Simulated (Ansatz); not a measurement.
WH$_{2}$OF$_{4}$: several calculations on one system

## 1. Relaxation

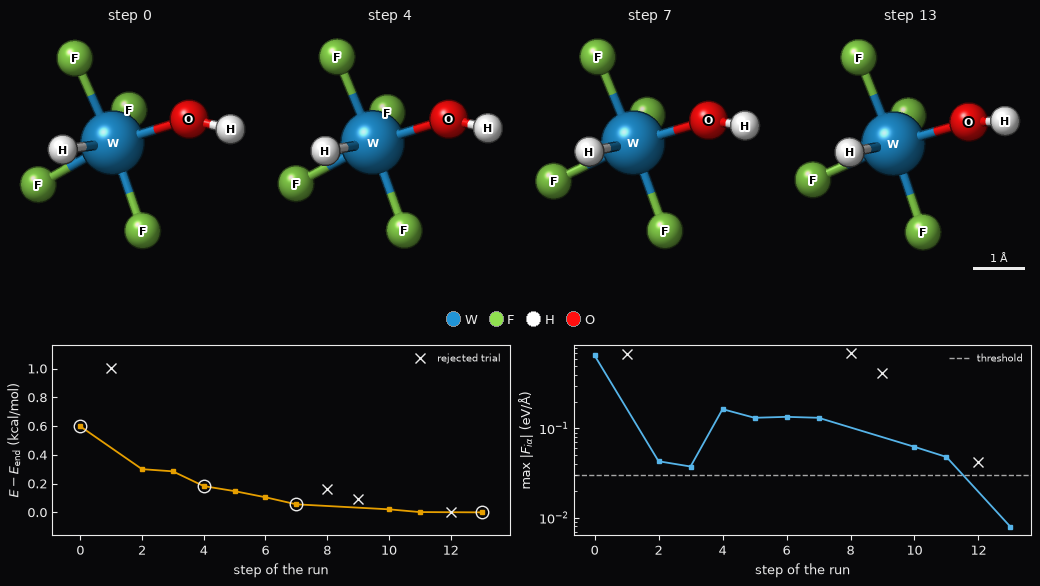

Frames of a relaxation of WH₂OF₄, marked on the history of the run. A ball-and-stick model, seen at a tilt.

The run prepares an end point of a later path (reaction) calculation, from a guessed geometry.

Method: RHF/def2-SVP (Ansatz 0.2.0).

Input
```yaml
crystal:
  periodic: [false, false, false]
  atoms:
    - { symbol: W, position_ang: [-0.039297, 0.022405, 0.055841] }
    - { symbol: F, position_ang: [0.247004, 0.180769, 1.874023] }
    - { symbol: H, position_ang: [1.644504, -0.046955, 0.28297] }
    - { symbol: O, position_ang: [-0.140058, 1.818997, -0.143155] }
    - { symbol: H, position_ang: [-0.136222, 2.611977, -0.660818] }
    - { symbol: F, position_ang: [-1.781307, -0.409882, 0.568662] }
    - { symbol: F, position_ang: [0.203862, -1.799435, -0.097892] }
    - { symbol: F, position_ang: [0.176813, -0.010776, -1.780131] }
basis:
  gaussian: { orbitals: def2-SVP }
hamiltonian:
  xc: hf
relax:
  f_tol: 0.03
  max_steps: 50
```

Run as
```bash
ansatz run input.yaml --threads 2 --pin off --max-ram 3072MiB --backend cpu --events-out ev --progress --plain --runs-dir out
```

> Describe the path.

Over 9 accepted moves (13 points after the start) the energy falls by 0.60 kcal/mol. The largest force component goes from 0.66 to 0.0079 eV/Å. The line search rejected the trial steps at points 1, 8, 9, 12 of the run. The atom that moves furthest after the best rigid fit is H5 (0.28 Å). Largest moves by element: H 0.28 Å, F 0.24 Å, O 0.06 Å, W 0.03 Å. Among the contacts that change: W1–H3 1.700 → 1.689 Å, W1–F8 1.849 → 1.841 Å, W1–O4 1.810 → 1.803 Å, W1–F6 1.867 → 1.873 Å. Among the angles between lasting bonds that change: W1–O4–H5 153.0° → 164.4°, F6–W1–F8 112.2° → 103.3°, F2–W1–F8 163.9° → 172.3°. The run took 24 s on 2 threads of Arm Neoverse V2, with other jobs on the host, peak memory 0.24 GiB. From step 0 to 4: H5 moves most (0.11 Å), energy −0.42 kcal/mol. From step 4 to 7: H and F atoms move most (0.12 Å), energy −0.13 kcal/mol. From step 7 to 13: H5 moves most (0.09 Å), energy −0.06 kcal/mol.

Limits of the set-up: Hartree-Fock leaves out electron correlation.

## 2. Relaxation

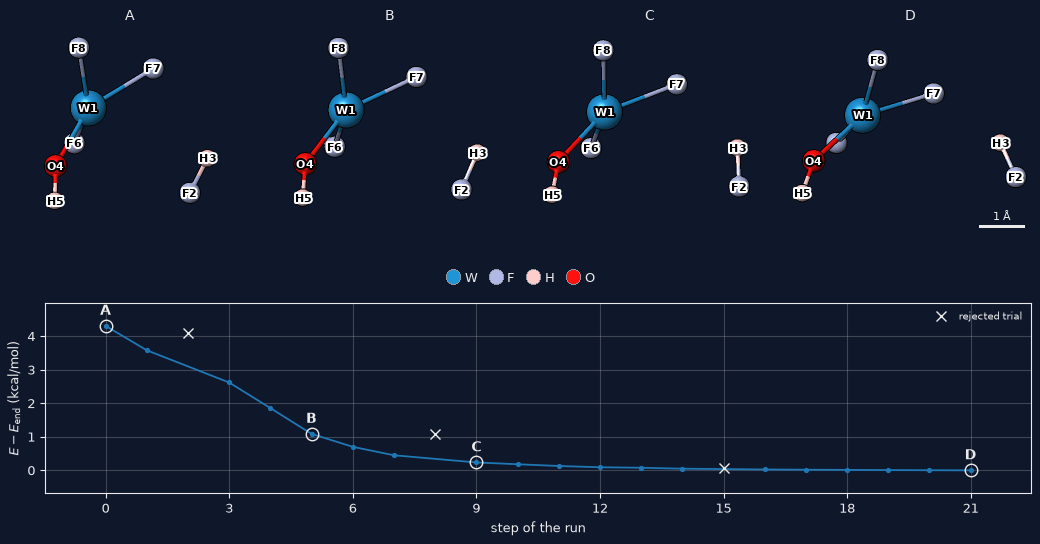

Frames of a relaxation of WH2OF4, marked on the history of the run. The picture is a ball-and-stick view, seen at a tilt.

The run prepares an end point of a later path (reaction) calculation, from a guessed geometry.

Method: Ansatz, RHF/def2-SVP.

Input file:
```yaml
crystal:
  periodic: [false, false, false]
  atoms:
    - { symbol: W, position_ang: [-0.471412, 0.013571, -0.609103] }
    - { symbol: F, position_ang: [1.060856, 0.202185, 2.017597] }
    - { symbol: H, position_ang: [1.560742, -0.363134, 1.480845] }
    - { symbol: O, position_ang: [-0.48023, 1.83503, -0.632547] }
    - { symbol: H, position_ang: [-0.195392, 2.706001, -0.405412] }
    - { symbol: F, position_ang: [-1.691441, -0.1877, 0.764134] }
    - { symbol: F, position_ang: [0.304744, -1.62577, -0.158309] }
    - { symbol: F, position_ang: [0.087433, -0.213083, -2.357706] }
basis:
  gaussian: { orbitals: def2-SVP }
hamiltonian:
  xc: hf
relax:
  f_tol: 0.03
  max_steps: 50
```

Command:
```bash
ansatz run input.yaml --threads 2 --pin off --max-ram 3072MiB --backend cpu --events-out ev --progress --plain --runs-dir out
```

What happens along the run?

Answer. The atom that moves furthest after the best rigid fit is F2 (1.11 Å). Largest moves by element: F 1.11 Å, H 0.76 Å, O 0.51 Å, W 0.22 Å. Near-neighbour distances that change, for instance: W1–F2 3.047 → 3.772 Å, W1–H3 2.939 → 3.270 Å, F2–H3 0.926 → 0.907 Å, W1–F7 1.869 → 1.879 Å. Among the angles between lasting bonds that change: O4–W1–F7 151.9° → 156.3°, F6–W1–F8 152.7° → 156.6°. The energy falls by 4.31 kcal/mol in 18 accepted moves (21 points after the start). Largest force component: 1 eV/Å at the start, 0.03 eV/Å at the end. The line search rejected the trial steps at points 2, 8, 15 of the run. The forces were under the threshold at step 19, but the run went on from there. From step 0 to 5: H3 moves most (0.47 Å), energy −3.22 kcal/mol. From step 5 to 9: F2 moves most (0.41 Å), energy −0.85 kcal/mol. From step 9 to 21: F2 moves most (0.46 Å), energy −0.24 kcal/mol.

```tsv
step	E − E(0), kcal/mol	largest force component, eV/Å	note
0	0.00	1.0128	
1	-0.73	1.6929	
2	-0.21	3.0096	rejected
3	-1.69	1.3162	
4	-2.45	1.2042	
5	-3.22	0.6173	
6	-3.61	0.3542	
7	-3.86	0.3355	
8	-3.23	1.5796	rejected
9	-4.07	0.1065	
10	-4.13	0.0466	
11	-4.18	0.2941	
12	-4.22	0.1448	
13	-4.23	0.1156	
14	-4.26	0.0521	
15	-4.25	0.2160	rejected
16	-4.28	0.0393	
17	-4.29	0.0708	
18	-4.30	0.0413	
19	-4.30	0.0162	
20	-4.31	0.0768	
21	-4.31	0.0299
```

Limits of the set-up: the start holds two separate molecules, 2.4 Å apart at their closest, whose relative position is a soft coordinate and is computed without a dispersion correction; Hartree-Fock leaves out electron correlation.

## 3. Path

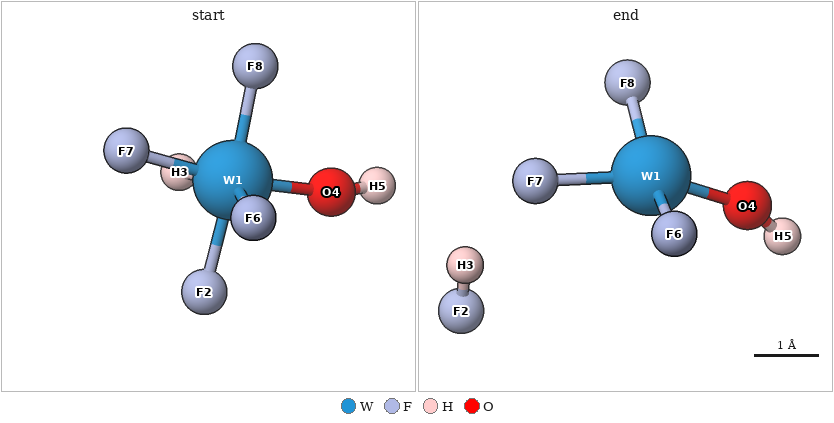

The two relaxed end points of a path for WH2OF4. Style: ball-and-stick. Shown from a free direction.

All numbers below come from RHF/def2-SVP (Ansatz).

Settings: 7 movable images; climbing image; force threshold 0.05 eV/Å; iteration limit 60.

Start:
```xyz
8

W    -0.0594    0.0186    0.0330
F     0.1513    0.2080    1.8590
H     1.6232    0.0536    0.1739
O    -0.1050    1.8072   -0.1931
H     0.0621    2.6940   -0.4763
F    -1.8055   -0.4921    0.4770
F     0.3344   -1.7850    0.0274
F    -0.0259   -0.1372   -1.8013
```

End:
```xyz
8

W    -0.5238    0.2704   -0.6085
F     1.9028   -0.5753    2.1527
H     1.4586   -1.1254    1.5851
O    -0.7983    2.0477   -0.8565
H    -0.6879    2.9751   -0.7163
F    -2.0060   -0.0052    0.4560
F     0.2515   -1.2605    0.1580
F     0.5784    0.0404   -2.0710
```

Question: What barrier does the band find between them, and by what path?

Answer: The highest point, image 2, lies 1.49 eV above the start and 2.13 eV above the end; the end is at −0.64 eV relative to the start. Breaking: W1–F2 (1.85 → 2.09 at the top → 3.77 Å), W1–H3 (1.69 → 1.70 at the top → 3.27 Å). Forming: F2–H3 (2.24 → 1.26 at the top → 0.91 Å). The band is converged. At the top, the vibrational analysis gives one imaginary mode (1676i cm⁻¹), as a transition state must have.

Energies of the converged images:

```
image  path (Å)  E (eV)
    0      0.00   0.000
    1      0.57   0.266
    2      1.14   1.490
    3      1.79  -0.011
    4      2.44  -0.407
    5      3.09  -0.547
    6      3.74  -0.608
    7      4.39  -0.633
    8      5.04  -0.638
```

The geometry at the top of the path:

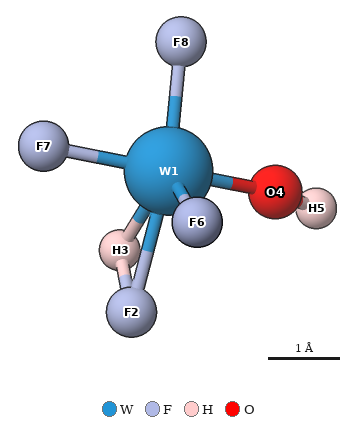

Limits of the set-up: Hartree-Fock leaves out electron correlation.

Cost: 5.6 min on 2 threads of Arm Neoverse V2, on a shared host, peak memory 0.3 GiB.
